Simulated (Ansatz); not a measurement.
**Refining one setting for GaFe3 (P6_3/mmc, 8 atoms in the cell)**

```yaml
crystal:
  lattice:
    - [5.16369, 0.00000, 0.00000]
    - [-2.58184, 4.47189, 0.00000]
    - [0.00000, 0.00000, 4.21834]
  atoms:
    - { symbol: Ga, position: [0.33333, 0.66667, 0.75000] }
    - { symbol: Ga, position: [0.66667, 0.33333, 0.25000] }
    - { symbol: Fe, position: [0.84029, 0.15971, 0.75000], spin: 4.0 }
    - { symbol: Fe, position: [0.15971, 0.84029, 0.25000], spin: 4.0 }
    - { symbol: Fe, position: [0.68058, 0.84029, 0.25000], spin: 4.0 }
    - { symbol: Fe, position: [0.31942, 0.15971, 0.75000], spin: 4.0 }
    - { symbol: Fe, position: [0.84029, 0.68058, 0.75000], spin: 4.0 }
    - { symbol: Fe, position: [0.15971, 0.31942, 0.25000], spin: 4.0 }
```
(The spins are starting values, not results.)

Method of the run: PBEsol, PAW files made with PBE (plane waves; Ansatz, a first-principles code).

The starting cell comes from a database of computed structures (which also holds hypothetical and non-ambient phases and stackings), without a prior relaxation at this level. The magnetic order is the one reached from the typed start; others were not searched systematically. In the base run, with a pressure of about -8 GPa the cell is away from its equilibrium volume at this level. Ansatz's pressure includes its estimate of the finite-basis (Pulay) stress.

Held fixed: kpoints.mp_grid.grid = 5 5 6; hamiltonian.xc = pbesol; hamiltonian.pseudopotentials = {kind: paw} (the program's default PAW files); magnetization.spin_polarized = true; scf.occupations.method = cold; scf.occupations.width = 0.1 eV.

ΔF is the free energy per atom less that of the last row (16).

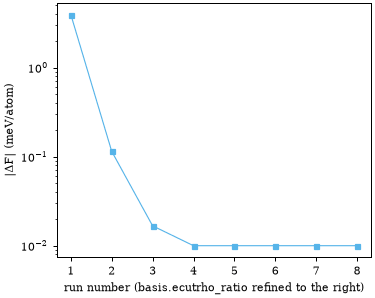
Size of the energy error against the last run of the series; values under 0.01 meV/atom are drawn at 0.01.

| basis.ecutrho_ratio | ΔF (meV/atom) | pressure (GPa) | largest force (eV/Å) | size of the net moment (μB/atom) |
|---|---|---|---|---|
| 2 | -4.0 | -7.67 | 0.040 | 1.69 |
| 3 | -0.11 | -8.04 | 0.045 | 1.69 |
| 4 | -0.02 | -8.04 | 0.045 | 1.69 |
| 5 | 0.00 | -8.04 | 0.045 | 1.69 |
| 6 | 0.00 | -8.04 | 0.045 | 1.69 |
| 8 | 0.00 | -8.04 | 0.045 | 1.69 |
| 10 | 0.00 | -8.04 | 0.045 | 1.69 |
| 12 | 0.00 | -8.04 | 0.045 | 1.69 |
| 16 | 0.00 | -8.04 | 0.045 | 1.69 |

Energy within 0.5 meV/atom of the last row: from basis.ecutrho_ratio = 3 on; the one before it is off by 4.0 meV/atom.

Keys are those of Ansatz 0.2.
